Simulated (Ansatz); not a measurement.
**OSi: interaction energy of a dimer with the counterpoise correction in Python**

How strongly do two molecules of OSi bind, and how much of that is basis error? Aim: the interaction energy of a dimer with the counterpoise correction, for OSi, run from a script. SMILES: O=[Si].

Program: Ansatz 0.2.0 through its Python package. Level of theory: Hartree-Fock/def2-SVPD. These are calculated values, not measurements.

### 1 Starting point

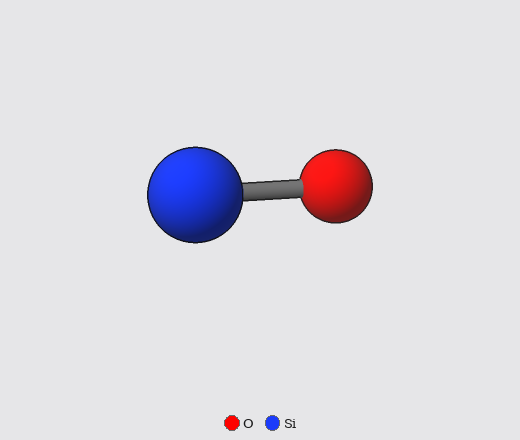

The starting structure, viewed from a chosen angle; oxygen red, silicon blue.

No structure file is read: the coordinates are typed or built in the script.

### 2 The script

osi.py reads:

```python
"""Binding of a OSi dimer at a trial geometry."""

import ansatz as az

FIRST = [
    ("O", (-0.6519, 0.2355, -0.3296)),
    ("Si", (0.6519, -0.2355, 0.3296)),
]
SECOND = [
    ("O", (-0.7545, -5.0929, 2.1733)),
    ("Si", (-1.2651, -3.7268, 1.6944)),
]

def energy(atoms, ghosts=()):
    molecule = az.Crystal.molecule()
    for symbol, xyz in atoms:
        molecule = molecule.atom(symbol, xyz)
    calc = (
        molecule.calculation()
        .basis(gaussian="def2-SVPD")
        .functional("hf")
    )
    deck = calc.input()
    if ghosts:
        deck = deck.set(az.key.basis.gaussian.ghost_atoms, [{"symbol": s, "position_ang": list(xyz)} for s, xyz in ghosts])
    return az.Session.from_dict(deck).plan().execute().report["free_energy_ev"]


def main() -> None:
    # ghost atoms carry the functions of the partner
    both = energy(FIRST + SECOND)
    alone = energy(FIRST) + energy(SECOND)
    ghosted = energy(FIRST, SECOND) + energy(SECOND, FIRST)
    print(f"dimer {both:.6f} eV")
    print(f"interaction, uncorrected   {96.485332 * (both - alone):8.3f} kJ/mol")
    print(f"interaction, counterpoise  {96.485332 * (both - ghosted):8.3f} kJ/mol")
    print(f"basis-set superposition    {96.485332 * (alone - ghosted):8.3f} kJ/mol")


if __name__ == "__main__":
    main()
```

### 3 What the engine is handed

The engine receives this input (first run):

```yaml
crystal:
  periodic: [false, false, false]
  atoms:
    - { symbol: O, position_ang: [-0.6519, 0.2355, -0.3296] }
    - { symbol: Si, position_ang: [0.6519, -0.2355, 0.3296] }
    - { symbol: O, position_ang: [-0.7545, -5.0929, 2.1733] }
    - { symbol: Si, position_ang: [-1.2651, -3.7268, 1.6944] }
basis:
  gaussian:
    orbitals: def2-SVPD
hamiltonian:
  xc: hf
```

### 4 Launch

Started as:

```sh
python osi.py
```

**Question.** How large is the interaction at this pose, and how much of it is basis-set superposition?

The runs gave:

```
                        quantity         value
 interaction energy, uncorrected  3.573 kJ/mol
interaction energy, counterpoise  4.637 kJ/mol
                   runs compared             5
```

In words: The pair is unbound at this geometry and level. Uncorrected it is 3.573 kJ/mol, with the counterpoise correction 4.637 kJ/mol; the difference, 1.06 kJ/mol, is the superposition error. The pose is repulsive. Notes:
- The dimer is a generated trial pose of unrelaxed monomers, not a minimum, so the figure is no binding energy, and the basis set is small.
- This level lacks the dispersion part of the attraction (electrostatics and induction are there), which can decide the sign where the interaction is weak.
